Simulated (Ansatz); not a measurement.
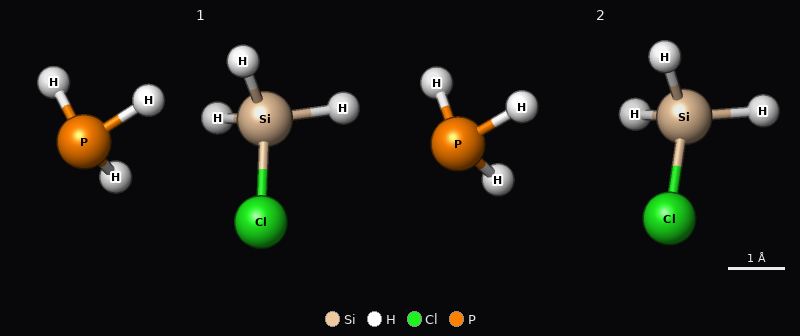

Two geometries of SiPH6Cl, drawn at one scale. One is the start of a relaxation, the other its converged end. Style: ball-and-stick. Shown at a tilt.

These are results of Ansatz 0.2.0, RKS B3LYP-D4/6-31G*, not measurements. Set-up: no spin polarisation; force threshold 0.03 eV/Å; at most 50 steps.

Which of the two is the end point?

Structure 2 is the relaxed one. The run prepares an end point of a later path (reaction) calculation, from a guessed geometry. Over 5 geometry steps the energy falls by 28.5 kJ/mol. Largest force component: 0.73 eV/Å at the start, 0.023 eV/Å at the end. The largest move after the best rigid fit is that of an H atom, 0.54 Å. By element the largest moves are H 0.54 Å, P 0.47 Å, Si 0.36 Å, Cl 0.18 Å. Among the contacts that change: H–Si 1.475 → 1.481 Å, Cl–Si 2.075 → 2.080 Å, H–P 1.419 → 1.423 Å. Bond angles that change, for instance: H–Si–Cl 111.1° → 108.6°, Cl–Si–H 106.0° → 108.2°. Cost: 18 s on 1 thread of Arm Neoverse V2 (shared host), peak memory 0.14 GiB.
